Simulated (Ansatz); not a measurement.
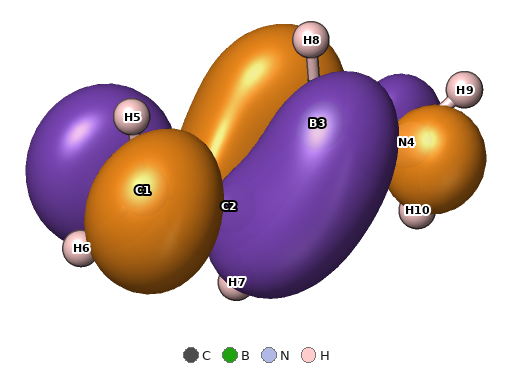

C2H6BN. One frontier orbital at ±0.1 Å⁻³ᐟ² (orange and purple are the two phases), seen at a tilt.

These are results of RKS r2SCAN/6-31G (Ansatz 0.2.0), not measurements.

```yaml
atoms:
  - { symbol: C, position_ang: [-0.5914, 1.6721, -0.6583] }
  - { symbol: C, position_ang: [-0.0875, 0.7504, 0.1892] }
  - { symbol: B, position_ang: [0.0837, -0.7419, -0.2024] }
  - { symbol: N, position_ang: [0.6087, -1.6760, 0.7073] }
  - { symbol: H, position_ang: [-0.9004, 1.3946, -1.6657] }
  - { symbol: H, position_ang: [-0.7159, 2.7212, -0.3915] }
  - { symbol: H, position_ang: [0.2063, 1.0899, 1.1904] }
  - { symbol: H, position_ang: [-0.2309, -1.1295, -1.2957] }
  - { symbol: H, position_ang: [0.7313, -2.6525, 0.4809] }
  - { symbol: H, position_ang: [0.8962, -1.4284, 1.6457] }
```

Question: Which orbital is it: HOMO or LUMO?

Answer: The LUMO, at −1.13 eV. It lies mainly on C1 (about 35 %), C2 (about 25 %), B3 (about 20 %) and N4 (about 10 %); it changes sign across the molecular plane (π type); π-bonding across C2–B3; π-antibonding (a node) across C1–C2 and B3–N4.
